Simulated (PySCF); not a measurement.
# Cl2 (chlorine): HF/STO-3G

Aim: the energy change on altering one bond length of Cl2 (chlorine) at HF/STO-3G, from 2 runs. 

The calculation is run with PySCF 2.14.0.

2 further runs of the same task are left out: 2 set aside as unsound or not needed.

### Step 1. The system as given

The species is Cl2 (2 atoms), meant as a singlet with charge 0. SMILES: `ClCl`. The coordinates come from a PBE0-D4/def2-TZVP relaxation.

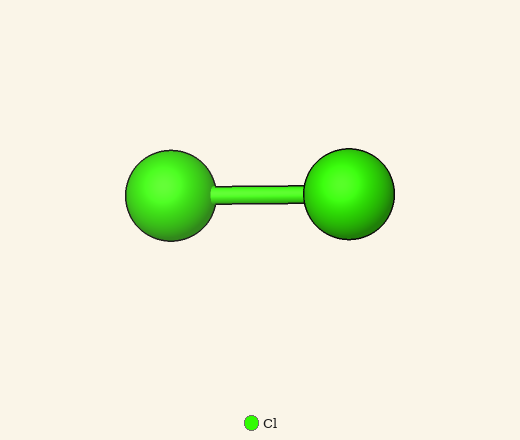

Viewed from a chosen angle; chlorine green.

### Step 2. The energy at HF/STO-3G

Input file geometry.xyz:

```xyz
2

Cl     0.845690    -0.281600     0.433600
Cl    -0.845690     0.281600    -0.433600
```

Input file run.py:

```python
# ClCl
from pyscf import gto, scf

mol = gto.Mole()
mol.atom = 'geometry.xyz'
mol.spin = 0
mol.max_memory = 1860
mol.basis = 'sto-3g'
mol.charge = 0
mol.verbose = 3
mol.build()

calc0 = scf.RHF(mol)
calc0.conv_tol = 1e-10
calc0.kernel()
if not calc0.converged:
    calc0 = calc0.newton().run(calc0.mo_coeff, calc0.mo_occ)

e_final = calc0.e_tot
print('Final energy', e_final)
```

The run is started by

```console
$ OMP_NUM_THREADS=1 python run.py
```

The log of the run:

```text
converged SCF energy = -909.111042451862
Final energy -909.1110424518623
```

Wall time 0.58 s (1 thread of Arm Neoverse V1, shared host); peak memory 0.099 GiB.

### Step 3. The distorted shape

Input file mol.xyz:

```xyz
2
Cl2
Cl     1.099410    -0.366084     0.563687
Cl    -0.845690     0.281600    -0.433600
```

Input file job.py:

```python
from pyscf import gto, scf

mol = gto.M(
    atom='mol.xyz',
    basis='sto-3g',
    max_memory=1860,
    spin=0,
    verbose=4,
)

hf = scf.RHF(mol)
hf.conv_tol = 1e-10
hf.kernel()
if not hf.converged:
    hf = hf.newton().run(hf.mo_coeff, hf.mo_occ)

energy = hf.e_tot
print('E = %.10f Eh' % energy)
```

The run is started by

```console
$ OMP_NUM_THREADS=1 python job.py
```

The log of the run:

```text
PySCF version 2.14.0

[INPUT] num. atoms = 2
[INPUT] num. electrons = 34
[INPUT] charge = 0
[INPUT] spin (= nelec alpha-beta = 2S) = 0
[INPUT] symmetry False subgroup None
[INPUT] Mole.unit = angstrom
[INPUT] Symbol           X                Y                Z      unit          X                Y                Z       unit  Magmom
[INPUT]  1 Cl     1.099410000000  -0.366084000000   0.563687000000 AA    2.077583798608  -0.691798498585   1.065214049978 Bohr   0.0
[INPUT]  2 Cl    -0.845690000000   0.281600000000  -0.433600000000 AA   -1.598122486283   0.532146876678  -0.819385247611 Bohr   0.0

nuclear repulsion = 67.081404547683
number of shells = 10
number of NR pGTOs = 54
number of NR cGTOs = 18
basis = sto-3g
ecp = {}

******** <class 'pyscf.scf.hf.RHF'> ********
method = RHF
initial guess = minao
damping factor = 0
level_shift factor = 0
DIIS = <class 'pyscf.scf.diis.CDIIS'>
diis_start_cycle = 1
diis_space = 8
diis_damp = 0
SCF conv_tol = 1e-10
SCF conv_tol_grad = None
SCF max_cycles = 50
direct_scf = True
direct_scf_tol = 1e-13
Set gradient conv threshold to 1e-05
Initial guess from minao.
init E= -908.176548410666
  HOMO = -0.428615699043417  LUMO = -0.246562040583235  gap/eV = 4.95393
cycle= 1 E= -909.09310496987  delta_E= -0.917  |g|= 0.0704  |ddm|= 1.99
  HOMO = -0.424841002853497  LUMO = 0.0268223870189975  gap/eV = 12.29039
cycle= 2 E= -909.095223989825  delta_E= -0.00212  |g|= 0.0116  |ddm|= 0.115
  HOMO = -0.422440065675654  LUMO = 0.0293744628274119  gap/eV = 12.29450
cycle= 3 E= -909.095304646977  delta_E= -8.07e-05  |g|= 0.000815  |ddm|= 0.0264
  HOMO = -0.422237638181144  LUMO = 0.0294896135143305  gap/eV = 12.29212
cycle= 4 E= -909.095305010148  delta_E= -3.63e-07  |g|= 2.72e-06  |ddm|= 0.00189
  HOMO = -0.422237707138514  LUMO = 0.0294929887644115  gap/eV = 12.29222
cycle= 5 E= -909.095305010151  delta_E= -2.27e-12  |g|= 4.58e-08  |ddm|= 5.54e-06
  HOMO = -0.422237686614798  LUMO = 0.0294929170513677  gap/eV = 12.29222
Extra cycle  E= -909.095305010151  delta_E= -2.27e-13  |g|= 2.37e-09  |ddm|= 1.23e-08
converged SCF energy = -909.095305010151
E = -909.0953050102 Eh
```

Run time: 0.58 s. Hardware: 1 thread of Arm Neoverse V1, shared host; peak memory 0.099 GiB.

### Step 4. Results

Level: HF/STO-3G.

| quantity | value |
| --- | --- |
| first shape: total energy | -909.11104 Eh |
| first shape: dipole moment | 0.00 D |
| first shape: HOMO energy | -11.06 eV |
| first shape: LUMO energy | 3.70 eV |
| first shape: HOMO–LUMO gap | 14.76 eV |
| distorted shape: total energy | -909.09531 Eh |
| distorted shape: dipole moment | 0.00 D |
| distorted shape: HOMO energy | -11.49 eV |
| distorted shape: LUMO energy | 0.80 eV |
| distorted shape: HOMO–LUMO gap | 12.29 eV |
| energy change with the Cl1–Cl2 bond stretched from 1.982 to 2.280 Å | 0.428 eV |

**Reading.** With the Cl1–Cl2 bond stretched from 1.982 to 2.280 Å the energy rises by 0.43 eV (9.9 kcal/mol). The first shape isn't relaxed at this level, so the change isn't measured from a minimum. The minimal basis adds a large error of its own.
